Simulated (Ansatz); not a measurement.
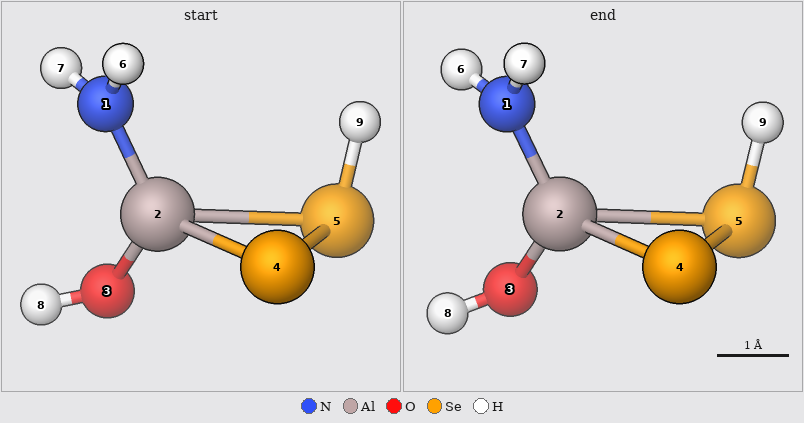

The two relaxed end points of a path for AlNH4Se2O. The picture is a ball-and-stick view, seen at a tilt.

These are results of RKS PBE0/def2-SVP (Ansatz 0.2.0), not measurements.

Settings: 5 movable images; climbing image; force threshold 0.05 eV/Å; iteration limit 60.

Start:
```xyz
9

N     0.8613    0.3939   -1.2477
Al   -0.0382   -0.4983   -0.0063
O     0.6827   -1.7585    0.8995
Se   -2.3891   -0.2488   -0.0135
Se   -1.3537    0.8431    1.8438
H     0.4276    0.9756   -1.9548
H     1.8691    0.4970   -1.2753
H     1.2386   -2.4323    0.5041
H    -1.2096    2.1819    1.2331
```

End:
```xyz
9

N     0.8660    0.4080   -1.2582
Al   -0.0173   -0.4844   -0.0062
O     0.7381   -1.7146    0.9138
Se   -2.3740   -0.2675   -0.0105
Se   -1.3440    0.8307    1.8464
H     1.8747    0.5006   -1.2934
H     0.4312    0.9905   -1.9639
H     1.1470   -2.4843    0.5151
H    -1.2331    2.1746    1.2399
```

What barrier does the band find between them, and by what path?

Answer. The two ends have nearly the same energy, and the highest point, image 4, lies 12.1 kJ/mol above the start. The motion is an umbrella inversion at N1. No bond forms or breaks between the ends. Bond angles that change up to the highest image, for instance: N1–Al2–Se5 119.2° → 109.4°, O3–Al2–Se5 102.3° → 111.5°. The band converged in 15 iterations. The largest component of the band force went from 68 to 0.032 eV/Å. The climbing image converged on the top of the path. Its vibrational analysis gives one imaginary mode (199i cm⁻¹), as a transition state must have.

Energies of the converged images:

```json
{"image": "0", "path (Å)": "0.00", "E (kJ/mol)": "0.0"}
{"image": "1", "path (Å)": "0.67", "E (kJ/mol)": "1.0"}
{"image": "2", "path (Å)": "1.35", "E (kJ/mol)": "4.9"}
{"image": "3", "path (Å)": "2.02", "E (kJ/mol)": "9.0"}
{"image": "4", "path (Å)": "2.69", "E (kJ/mol)": "12.1"}
{"image": "5", "path (Å)": "3.48", "E (kJ/mol)": "5.9"}
{"image": "6", "path (Å)": "4.28", "E (kJ/mol)": "-0.1"}
```

The geometry at the top of the path:

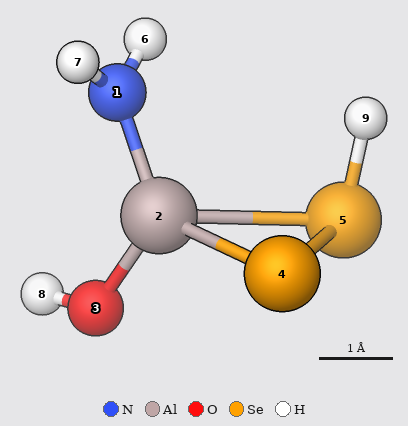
